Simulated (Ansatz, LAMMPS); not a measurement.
# A frame of aqueous Ca2+ and TFSI-, 2.6 mol of salt per kg of water from 280 K (188 atoms): where an added charge goes, part 2 of 4

Does an extra electron or hole in a frame of aqueous Ca2+ and TFSI-, 2.6 mol of salt per kg of water from 280 K (188 atoms) stay spread out, or do the atoms trap it?

Ansatz 0.2.0; Kohn-Sham DFT, PBE+D4, PAW (set soft_2), plane waves.

The cell: 4 N, 8 S, 58 O, 8 C, 24 F, 84 H and 2 Ca. The network of contacts between molecules at the start is that of the classical potential that made the cell. Sampling is at Γ alone, for a cell whose shortest periodic width is 13 Å. The liquid is relaxed first.

So far. Step 2 (Single point at the start): The r.m.s. force at the start is 0.77 eV/Å.

### 3. Relaxation

The atoms are relaxed in the fixed cell, aiming at the force tolerance of the input.

Contents of input.yaml:

```yaml
crystal:
  lattice:
    - [12.90586, 0.0, 0.0]
    - [0.0, 12.90586, 0.0]
    - [0.0, 0.0, 12.90586]
  atoms:
    [... the 188 atom lines of step 2 ...]
kpoints:
  mp_grid: { grid: [1, 1, 1] }
hamiltonian:
  xc: pbe
  dispersion: d4
scf:
  occupations: { method: fermi_dirac, width: 0.025 }
output:
  forces: true
relax:
  f_tol: 0.06
  max_steps: 150
```

Run with:

```console
ansatz run input.yaml --threads 4 --pin off --max-ram 8192MiB --backend cpu --events-out ev --progress --plain --runs-dir out
```

Numbers of over 12 decimals in the logs are rounded to 6 here.

Output:

```text
[...]
Crystal: 188 atoms, lattice volume = 2149.616 Å³
Basis set: ecut = 420 eV, 42115 PW (Γ), exchange–correlation on 180×180×180 points (8 copies of the dense FFT grid, shifted against one another)
Bands: 548, of which v1, the nominal top of the filled ones, is band 360 counted from 1 (359 counted from 0)
Symmetry: 1 space group operations
[...]
k-points: 1
[...]
SCF iter   1: F=—  HF=-68036.468283 eV  |F-HF|=—  |Δ(HF+E_count)|=         —  Δρ=5.27e-3  dr2=8.29e-1  ethr=1.77e-3  ⟨swp⟩=7.0  Hψ=2587  notcnv=0  defer=145
[...]
SCF iter   7: F=-68036.134692 eV  HF=-68036.134701 eV  |F-HF|=9.01e-6  |Δ(HF+E_count)|=   1.01e-5  Δρ=3.57e-5  dr2=2.32e-5  ethr=1.25e-8  ⟨swp⟩=3.0  Hψ=1667  notcnv=0
SCF 1 converged in 7 iterations: F = -68036.134692 eV  dr2 = 2.32e-5
[...]
relax step   1: F+E_penalty+E_count = -68036.13469181 eV  Δ(F+E_penalty+E_count) = +0.000e0 eV  max|allowed force component| = 4.083e0 eV/Å  Δτ_max = 0.0000 Å  (7 SCF iters, dr2 threshold 9.00e-5 eV, accepted)
[...]
relax step   2: F+E_penalty+E_count = -68041.80228677 eV  Δ(F+E_penalty+E_count) = -5.668e0 eV  max|allowed force component| = 2.175e0 eV/Å  Δτ_max = 0.1948 Å  (7 SCF iters, dr2 threshold 1.00e-4 eV, accepted)
[...]
relax step   3: F+E_penalty+E_count = -68044.35062127 eV  Δ(F+E_penalty+E_count) = -2.548e0 eV  max|allowed force component| = 1.048e0 eV/Å  Δτ_max = 0.1949 Å  (7 SCF iters, dr2 threshold 1.00e-4 eV, accepted)
relax step   4: F+E_penalty+E_count = -68045.37615391 eV  Δ(F+E_penalty+E_count) = -1.026e0 eV  max|allowed force component| = 7.659e-1 eV/Å  Δτ_max = 0.1950 Å  (7 SCF iters, dr2 threshold 1.00e-4 eV, accepted)
relax step   5: F+E_penalty+E_count = -68046.01041596 eV  Δ(F+E_penalty+E_count) = -6.343e-1 eV  max|allowed force component| = 1.150e0 eV/Å  Δτ_max = 0.1950 Å  (7 SCF iters, dr2 threshold 1.00e-4 eV, accepted)
relax step   6: F+E_penalty+E_count = -68046.44905775 eV  Δ(F+E_penalty+E_count) = -4.386e-1 eV  max|allowed force component| = 8.494e-1 eV/Å  Δτ_max = 0.2000 Å  (7 SCF iters, dr2 threshold 1.00e-4 eV, accepted)
relax step   7: F+E_penalty+E_count = -68046.81763165 eV  Δ(F+E_penalty+E_count) = -3.686e-1 eV  max|allowed force component| = 6.763e-1 eV/Å  Δτ_max = 0.1936 Å  (6 SCF iters, dr2 threshold 1.00e-4 eV, accepted)
relax step   8: F+E_penalty+E_count = -68047.08990671 eV  Δ(F+E_penalty+E_count) = -2.723e-1 eV  max|allowed force component| = 6.872e-1 eV/Å  Δτ_max = 0.1950 Å  (6 SCF iters, dr2 threshold 1.00e-4 eV, accepted)
relax step   9: F+E_penalty+E_count = -68047.27972050 eV  Δ(F+E_penalty+E_count) = -1.898e-1 eV  max|allowed force component| = 5.710e-1 eV/Å  Δτ_max = 0.1903 Å  (6 SCF iters, dr2 threshold 1.00e-4 eV, accepted)
relax step  10: F+E_penalty+E_count = -68047.47877962 eV  Δ(F+E_penalty+E_count) = -1.991e-1 eV  max|allowed force component| = 7.943e-1 eV/Å  Δτ_max = 0.1969 Å  (6 SCF iters, dr2 threshold 1.00e-4 eV, accepted)
relax step  11: F+E_penalty+E_count = -68047.66323279 eV  Δ(F+E_penalty+E_count) = -1.845e-1 eV  max|allowed force component| = 7.614e-1 eV/Å  Δτ_max = 0.1921 Å  (7 SCF iters, dr2 threshold 1.00e-4 eV, accepted)
relax step  12: F+E_penalty+E_count = -68047.83267366 eV  Δ(F+E_penalty+E_count) = -1.694e-1 eV  max|allowed force component| = 4.253e-1 eV/Å  Δτ_max = 0.2000 Å  (7 SCF iters, dr2 threshold 1.00e-4 eV, accepted)
relax step  13: F+E_penalty+E_count = -68047.98388732 eV  Δ(F+E_penalty+E_count) = -1.512e-1 eV  max|allowed force component| = 4.823e-1 eV/Å  Δτ_max = 0.1900 Å  (7 SCF iters, dr2 threshold 5.64e-5 eV, accepted)
relax step  14: F+E_penalty+E_count = -68048.09397264 eV  Δ(F+E_penalty+E_count) = -1.101e-1 eV  max|allowed force component| = 3.903e-1 eV/Å  Δτ_max = 0.1963 Å  (6 SCF iters, dr2 threshold 7.26e-5 eV, accepted)
relax step  15: F+E_penalty+E_count = -68048.18909639 eV  Δ(F+E_penalty+E_count) = -9.512e-2 eV  max|allowed force component| = 6.936e-1 eV/Å  Δτ_max = 0.1933 Å  (6 SCF iters, dr2 threshold 9.98e-5 eV, accepted)
relax step  16: F+E_penalty+E_count = -68048.27329593 eV  Δ(F+E_penalty+E_count) = -8.420e-2 eV  max|allowed force component| = 3.615e-1 eV/Å  Δτ_max = 0.1950 Å  (6 SCF iters, dr2 threshold 1.00e-4 eV, accepted)
relax step  17: F+E_penalty+E_count = -68048.35387769 eV  Δ(F+E_penalty+E_count) = -8.058e-2 eV  max|allowed force component| = 6.512e-1 eV/Å  Δτ_max = 0.1945 Å  (7 SCF iters, dr2 threshold 3.55e-5 eV, accepted)
relax step  18: F+E_penalty+E_count = -68048.42593823 eV  Δ(F+E_penalty+E_count) = -7.206e-2 eV  max|allowed force component| = 4.093e-1 eV/Å  Δτ_max = 0.1801 Å  (7 SCF iters, dr2 threshold 1.00e-4 eV, accepted)
relax step  19: F+E_penalty+E_count = -68048.48591434 eV  Δ(F+E_penalty+E_count) = -5.998e-2 eV  max|allowed force component| = 4.684e-1 eV/Å  Δτ_max = 0.1426 Å  (7 SCF iters, dr2 threshold 6.62e-5 eV, accepted)
relax step  20: F+E_penalty+E_count = -68048.53385116 eV  Δ(F+E_penalty+E_count) = -4.794e-2 eV  max|allowed force component| = 4.618e-1 eV/Å  Δτ_max = 0.1194 Å  (6 SCF iters, dr2 threshold 8.67e-5 eV, accepted)
relax step  21: F+E_penalty+E_count = -68048.57431502 eV  Δ(F+E_penalty+E_count) = -4.046e-2 eV  max|allowed force component| = 3.370e-1 eV/Å  Δτ_max = 0.1327 Å  (6 SCF iters, dr2 threshold 1.00e-4 eV, accepted)
relax step  22: F+E_penalty+E_count = -68048.61110755 eV  Δ(F+E_penalty+E_count) = -3.679e-2 eV  max|allowed force component| = 3.931e-1 eV/Å  Δτ_max = 0.0815 Å  (6 SCF iters, dr2 threshold 6.05e-5 eV, accepted)
relax step  23: F+E_penalty+E_count = -68048.66140917 eV  Δ(F+E_penalty+E_count) = -5.030e-2 eV  max|allowed force component| = 7.017e-1 eV/Å  Δτ_max = 0.1581 Å  (6 SCF iters, dr2 threshold 8.23e-5 eV, accepted)
relax step  24: F+E_penalty+E_count = -68048.70717717 eV  Δ(F+E_penalty+E_count) = -4.577e-2 eV  max|allowed force component| = 1.204e0 eV/Å  Δτ_max = 0.1947 Å  (6 SCF iters, dr2 threshold 1.00e-4 eV, accepted)
[...]
relax step  29: F+E_penalty+E_count = -68048.97173619 eV  Δ(F+E_penalty+E_count) = -2.241e-2 eV  max|allowed force component| = 1.561e-1 eV/Å  Δτ_max = 0.0867 Å  (10 SCF iters, accepted)
relax step  30: F+E_penalty+E_count = -68048.98536982 eV  Δ(F+E_penalty+E_count) = -1.363e-2 eV  max|allowed force component| = 2.306e-1 eV/Å  Δτ_max = 0.0949 Å  (10 SCF iters, accepted)
[...]
relax step  34: F+E_penalty+E_count = -68049.02851071 eV  Δ(F+E_penalty+E_count) = -7.845e-3 eV  max|allowed force component| = 1.680e-1 eV/Å  Δτ_max = 0.1048 Å  (7 SCF iters, dr2 threshold 2.60e-5 eV, accepted)
relax step  35: F+E_penalty+E_count = -68049.03437579 eV  Δ(F+E_penalty+E_count) = -5.865e-3 eV  max|allowed force component| = 2.101e-1 eV/Å  Δτ_max = 0.0720 Å  (6 SCF iters, dr2 threshold 2.35e-5 eV, accepted)
relax step  36: F+E_penalty+E_count = -68049.04154943 eV  Δ(F+E_penalty+E_count) = -7.174e-3 eV  max|allowed force component| = 2.323e-1 eV/Å  Δτ_max = 0.0734 Å  (6 SCF iters, dr2 threshold 3.68e-5 eV, accepted)
relax step  37: F+E_penalty+E_count = -68049.04904712 eV  Δ(F+E_penalty+E_count) = -7.498e-3 eV  max|allowed force component| = 2.260e-1 eV/Å  Δτ_max = 0.0782 Å  (6 SCF iters, dr2 threshold 5.40e-5 eV, accepted)
relax step  38: F+E_penalty+E_count = -68049.05444129 eV  Δ(F+E_penalty+E_count) = -5.394e-3 eV  max|allowed force component| = 1.838e-1 eV/Å  Δτ_max = 0.0939 Å  (6 SCF iters, dr2 threshold 4.83e-5 eV, accepted)
relax step  39: F+E_penalty+E_count = -68049.05790806 eV  Δ(F+E_penalty+E_count) = -3.467e-3 eV  max|allowed force component| = 2.129e-1 eV/Å  Δτ_max = 0.0850 Å  (6 SCF iters, dr2 threshold 2.24e-5 eV, accepted)
relax step  40: F+E_penalty+E_count = -68049.06212047 eV  Δ(F+E_penalty+E_count) = -4.212e-3 eV  max|allowed force component| = 1.429e-1 eV/Å  Δτ_max = 0.0411 Å  (4 SCF iters, dr2 threshold 3.00e-5 eV, accepted)
relax step  41: F+E_penalty+E_count = -68049.06464701 eV  Δ(F+E_penalty+E_count) = -2.527e-3 eV  max|allowed force component| = 7.513e-2 eV/Å  Δτ_max = 0.0161 Å  (5 SCF iters, dr2 threshold 9.21e-6 eV, accepted)
relax step  42: F+E_penalty+E_count = -68049.06403953 eV  Δ(F+E_penalty+E_count) = +6.075e-4 eV  max|allowed force component| = 8.300e-2 eV/Å  Δτ_max = 0.0317 Å  (8 SCF iters, rejected (line search))
[...]
relax step  43: F+E_penalty+E_count = -68049.06600168 eV  Δ(F+E_penalty+E_count) = -1.355e-3 eV  max|allowed force component| = 2.805e-2 eV/Å  Δτ_max = 0.0153 Å  (8 SCF iters, accepted)
SCF converged after 8 iterations
Free energy (F): -68049.066002 eV
[...]
Internal energy: -68049.066002 eV  (E = F + TS)
E sigma→0 (E₀):  -68049.066002 eV
Fermi energy:    1.573108 eV
[...]
--- Forces (eV/Å), atoms counted from 1 ---
  atom   1  N     -0.00137889     0.00359240    -0.01056154
  atom   2  S      0.00052751    -0.00772802     0.00876870
  atom   3  O     -0.00162622     0.00090137    -0.00384023
  atom   4  O      0.00056890     0.00098367    -0.00158831
  atom   5  C     -0.00643728     0.00195658    -0.00205802
  atom   6  F      0.00081124    -0.00228267    -0.00092551
  atom   7  F      0.00183781    -0.00239140     0.00392923
  atom   8  F      0.00166396     0.00185001     0.00003359
  atom   9  S     -0.00061674     0.00124701     0.00722199
  atom  10  O      0.00459547    -0.00008912    -0.00066269
  atom  11  O     -0.00304562    -0.00055588     0.00023411
  atom  12  C      0.00393099     0.00441690    -0.00178155
  atom  13  F     -0.00137049     0.00491495    -0.00534710
  atom  14  F     -0.00389811    -0.00753007     0.00192596
[...]
atom 187  Ca    -0.00159814     0.00240212     0.00285895
  atom 188  Ca    -0.00222955     0.00025036     0.00088396
  max |Σ_I F_I| component: 1.64e-4 eV/Å
--- Relaxed structure (43 steps of the walk, 42 accepted, 0 SCFs on fresh bases) ---
  F+E_penalty+E_count = -68049.06600168 eV   max|allowed force component| = 2.805e-2 eV/Å
  atoms:
    - { symbol: N, position: [0.768343, 0.929446, 0.109978] }
    - { symbol: S, position: [0.741676, 0.00274926, 0.013645] }
    - { symbol: O, position: [0.769994, 0.111533, 0.023799] }
    - { symbol: O, position: [0.637776, -0.022418, -0.021833] }
[...]
- { symbol: Ca, position: [0.480248, 0.090784, 0.900896] }
```

It took 20 min on 4 threads of Arm Neoverse V1, shared host; peak memory 3.2 GiB.

The relaxation converged after 43 steps, 12.9 eV below its start, with a largest force component of 0.028 eV/Å.

### 4. Single point at the relaxed geometry

One more single point at the end of the walk gives the fuller output and checks the residual forces.

Contents of input.yaml:

```yaml
crystal:
  lattice:
    - [12.90586, 0.0, 0.0]
    - [0.0, 12.90586, 0.0]
    - [0.0, 0.0, 12.90586]
  atoms:
    - { symbol: "N", position: [0.76834, 0.92945, 0.10998] }
    - { symbol: S, position: [0.74168, 0.00275, 0.01365] }
    - { symbol: O, position: [0.76999, 0.11153, 0.0238] }
    - { symbol: O, position: [0.63778, 0.97758, 0.97817] }
    - { symbol: C, position: [0.83147, 0.9496, 0.91176] }
    - { symbol: F, position: [0.92962, 0.961, 0.94355] }
    [... 176 atom lines left out ...]
    - { symbol: H, position: [0.72905, 0.71338, 0.25631] }
    - { symbol: O, position: [0.256, 0.8369, 0.04403] }
    - { symbol: H, position: [0.20392, 0.82163, 0.98755] }
    - { symbol: H, position: [0.28436, 0.77008, 0.06603] }
    - { symbol: Ca, position: [0.93285, 0.7411, 0.3833] }
    - { symbol: Ca, position: [0.48025, 0.09078, 0.9009] }
kpoints:
  mp_grid: { grid: [1, 1, 1] }
hamiltonian:
  xc: pbe
  dispersion: d4
scf:
  occupations: { method: fermi_dirac, width: 0.025 }
output:
  forces: true
  stress: true
  populations: true
  dos:
    method: { smearing: { sigma: 0.08 } }
    de: 0.1
    projected: { site_lists: { C: [C], Ca: [Ca], F: [F], H: [H], "N": ["N"] } }
  eigenvalues: true
  write_density: true
  write_potential: true
  volumetric_format: npy
```

Output:

```text
[...]
Crystal: 188 atoms, lattice volume = 2149.616 Å³
Basis set: ecut = 420 eV, 42115 PW (Γ), exchange–correlation on 180×180×180 points (8 copies of the dense FFT grid, shifted against one another)
Bands: 548, of which v1, the nominal top of the filled ones, is band 360 counted from 1 (359 counted from 0)
Symmetry: 1 space group operations
[...]
k-points: 1
[...]
SCF iter   1: F=—  HF=-68049.323275 eV  |F-HF|=—  |Δ(HF+E_count)|=         —  Δρ=4.66e-3  dr2=5.71e-1  ethr=1.77e-3  ⟨swp⟩=7.0  Hψ=2568  notcnv=0  defer=152
[...]
SCF iter  10: F=-68049.065992 eV  HF=-68049.065992 eV  |F-HF|=2.78e-8  |Δ(HF+E_count)|=   1.51e-8  Δρ=1.80e-6  dr2=6.77e-8  ethr=1.39e-11  ⟨swp⟩=22.0  Hψ=5186  notcnv=0
SCF 1 converged in 10 iterations: F = -68049.065992 eV  dr2 = 6.77e-8
[...]
WARN: The input density's exchange-correlation potential varies sharply where the density is thin. Do not read a vacuum level from v_tot or v_xc, or from such a field of the output density. On a cell that repeats whose density bears no net charge and no dipole along the vacuum's axis use v_es (v_loc + v_h of the components); [...]
SCF converged after 10 iterations
Free energy (F): -68049.065992 eV
[...]
Internal energy: -68049.065992 eV  (E = F + TS)
E sigma→0 (E₀):  -68049.065992 eV
Fermi energy:    1.573059 eV
[...]
--- Forces (eV/Å), atoms counted from 1 ---
  atom   1  N     -0.00052334     0.00276357    -0.00950313
  atom   2  S     -0.00183631    -0.01079376     0.00574290
  atom   3  O     -0.00022784     0.00456754    -0.00334005
  atom   4  O      0.00008840     0.00103567    -0.00170599
  atom   5  C     -0.00583707     0.00283203    -0.00008089
  atom   6  F      0.00047821    -0.00277858    -0.00157896
  atom   7  F      0.00174812    -0.00229380     0.00337783
  atom   8  F      0.00179542     0.00167235    -0.00008775
  atom   9  S      0.00225192    -0.00056234     0.00898645
  atom  10  O      0.00362725     0.00307376    -0.00240919
  atom  11  O     -0.00498004    -0.00246576     0.00070728
  atom  12  C      0.00466970     0.00434821     0.00028711
  atom  13  F     -0.00252386     0.00607934    -0.00664755
  atom  14  F     -0.00357947    -0.00795339     0.00159985
[...]
atom 187  Ca    -0.00196361     0.00233801     0.00248320
  atom 188  Ca    -0.00236264     0.00071545     0.00069109
  max |Σ_I F_I| component: 1.13e-4 eV/Å
--- Stress (GPa, compression-positive) ---
       -0.047345      -0.015457       0.022271
       -0.015457       0.231207      -0.207499
        0.022271      -0.207499       0.072385
  P = ⅓ Tr σ = 0.0854 GPa (0.854 kbar)
--- Band table (eV) ---
[...]
--- Löwdin populations: 188 sites ---
  site symbol       q [e]
     0      N      5.8875
     1      S      3.8314
     2      O      6.7205
[...]
187     Ca      8.2661
  spilling = 0.013339 (of n_electrons = 720.000000)
```

Run time: 62 s. Hardware: 4 threads; peak memory 3.3 GiB; 4 min of CPU time.

The program notes that the exchange-correlation potential is rough where the density is thin.

Read from the output:

```
free energy                                      : -68049.0660 eV
free energy per atom                             : -361.9631 eV/atom
SCF cycles                                       : 10
pressure                                         : 0.08542 GPa
r.m.s. force component                           : 0.00367 eV/Å
longest force                                    : 0.03861 eV/Å
Fermi energy                                     : 1.573 eV
gap (highest filled to lowest empty level) : 5.095 eV
spilling of the projection                       : 0.01334
```

Löwdin charges by element and coordination (they lack the spilled electrons, 0.051 e an atom on average):

| element | coordination | atoms | mean charge (e) | spread | least | most |
| --- | --- | --- | --- | --- | --- | --- |
| C | all | 8 | 0.685 | 0.0066 | 0.675 | 0.697 |
| Ca | all | 2 | 1.73 | 0.0028 | 1.73 | 1.73 |
| F | all | 24 | -0.202 | 0.0076 | -0.22 | -0.189 |
| H | all | 84 | 0.391 | 0.0096 | 0.374 | 0.419 |
| N | all | 4 | -0.885 | 0.0059 | -0.892 | -0.876 |
| O | all | 58 | -0.710 | 0.0378 | -0.786 | -0.657 |
| O | 1 | 11 | -0.719 | 0.0067 | -0.726 | -0.703 |
| O | 2 | 38 | -0.691 | 0.0277 | -0.767 | -0.657 |
| O | 3 | 9 | -0.775 | 0.0081 | -0.786 | -0.764 |
| S | all | 8 | 2.17 | 0.0119 | 2.14 | 2.18 |

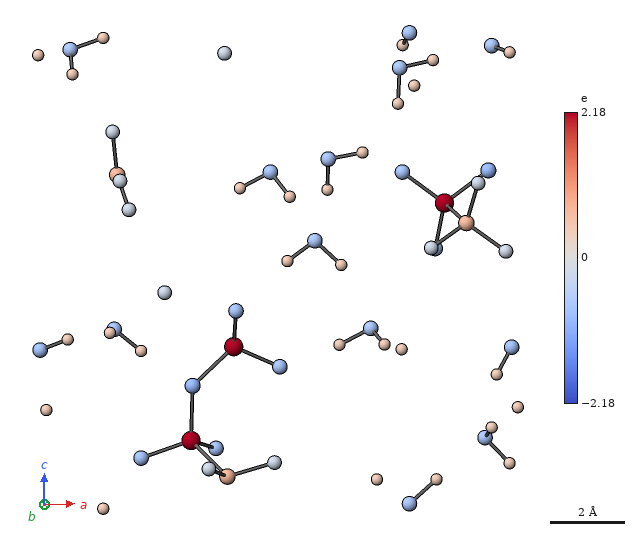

Atoms coloured by Löwdin charge. Drawn is a slice 4 Å thick, seen along the normal of the ac plane. Bonds to atoms that aren't drawn are left out.

States in the cell by windows of 1 eV, zero at the Fermi level; the larger projections on atomic orbitals stand beside the total:

| from (eV) | to (eV) | total | F p | H s |
| --- | --- | --- | --- | --- |
| -18 | -16 | 0.0 | 0.0 | 0.0 |
| -16 | -15 | 7.8 | 1.0 | 0.0 |
| -15 | -14 | 8.2 | 2.9 | 0.0 |
| -14 | -13 | 8.0 | 3.1 | 0.0 |
| -13 | -12 | 4.7 | 1.8 | 0.0 |
| -12 | -11 | 38.0 | 22.3 | 0.1 |
| -11 | -10 | 9.6 | 4.0 | 0.5 |
| -10 | -9 | 49.2 | 1.2 | 11.2 |
| -9 | -8 | 57.0 | 2.3 | 12.2 |
| -8 | -7 | 56.7 | 39.9 | 0.4 |
| -7 | -6 | 80.8 | 41.1 | 3.1 |
| -6 | -5 | 50.6 | 3.4 | 2.0 |
| -5 | -4 | 53.0 | 2.4 | 0.6 |
| -4 | -3 | 95.4 | 1.8 | 0.3 |
| -3 | -2 | 13.1 | 0.1 | 0.0 |
| -2 | 2 | 0.0 | 0.0 | 0.0 |
| 2 | 3 | 3.2 | 0.1 | 0.9 |
| 3 | 4 | 34.2 | 1.5 | 5.0 |
| 4 | 5 | 38.3 | 1.7 | 7.3 |

The curve was stored every 0.100 eV, coarse against its broadening of 0.08 eV, so these counts are rough.

Between -26 and -18 eV lie 136 more states.

The stored curve holds about 668 of the 720 electrons; the rest, give or take the few that broadening carries across the Fermi level, lie in deeper levels below its range.

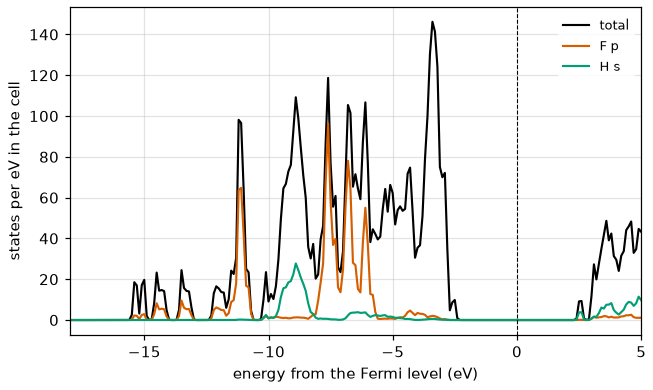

Total and projected density of states, with the broadening of the input.

Not all projections were asked for or kept, so they needn't add up to the total.

The levels nearest the highest filled one (over half full), pooled over k-points and spins:

| level less the highest filled one (eV) | occupation |
| --- | --- |
| -0.397 | 2 |
| -0.352 | 2 |
| -0.320 | 2 |
| -0.315 | 2 |
| -0.262 | 2 |
| 0 | 2 |
| 5.10 | 0 |
| 5.62 | 0 |
| 5.63 | 0 |
| 5.75 | 0 |
| 5.86 | 0 |
| 5.89 | 0 |

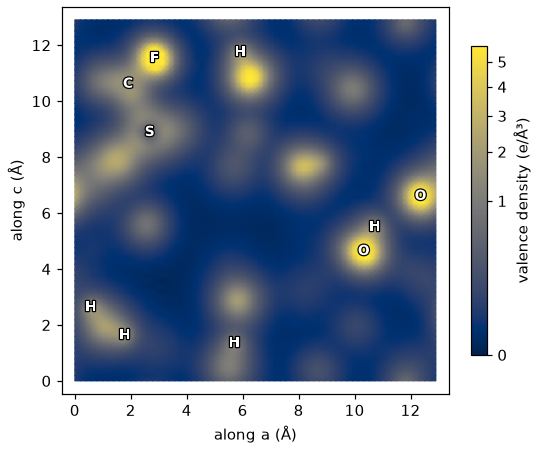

Valence density in the ac plane at fractional y = 0.167, with atoms of S and C and F and O and H within 0.2 Å of it. It is the smooth field of the valence electrons, not physical close to the nuclei. The map starts off the cell's origin, so that atoms lie inside it. The colour scale is stretched toward low values.

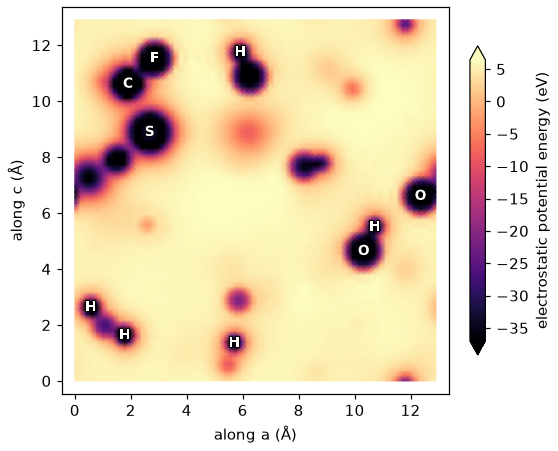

Electrostatic potential energy in the ac plane at fractional y = 0.167, with atoms of S and C and F and O and H within 0.2 Å of it. With pseudopotentials it is smooth inside the atoms' cores, unlike the true potential. The map starts off the cell's origin, so that atoms lie inside it.

Between filled and empty levels lie 5.10 eV (at Γ alone); a semilocal functional tends to put such gaps too low. In a disordered cell it changes from sample to sample and from frame to frame. Mean Löwdin charges: C +0.69, Ca +1.73, F -0.20, H +0.39, N -0.89, O -0.71 e (they miss 1.3 % of the electrons, so they add up to more than the cell's charge).

(Continued in part 3 of 4.)

[Logs are printed without paths, hosts, clocks, repeated set-up lines and the standing remarks that a program may print on its own settings, such as how far it seeks lower states.]

[Hosts, paths, dates, database ids (printed as entryN), source tags and the programs' standing remarks are cut or masked in the printed files.]
